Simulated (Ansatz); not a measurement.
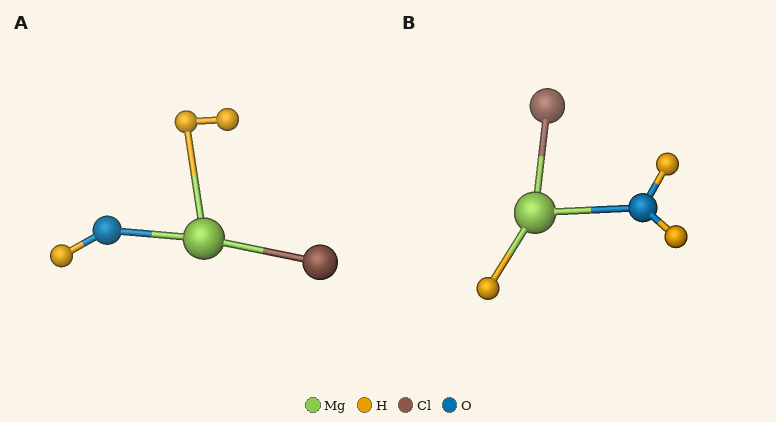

2 stationary structures of one formula. Geometries: PBE0-D4/def2-TZVP. Electronic energies: CCSD(T)/CBS (MP2 limit from def2-TZVPP and def2-QZVPP plus CCSD(T) − MP2) (Ansatz 0.2.0), without zero-point energy.

**Which structure is the most stable?**

A is lowest (Cs, a minimum); B lies 25.0 kJ/mol above it (Cs, a minimum).
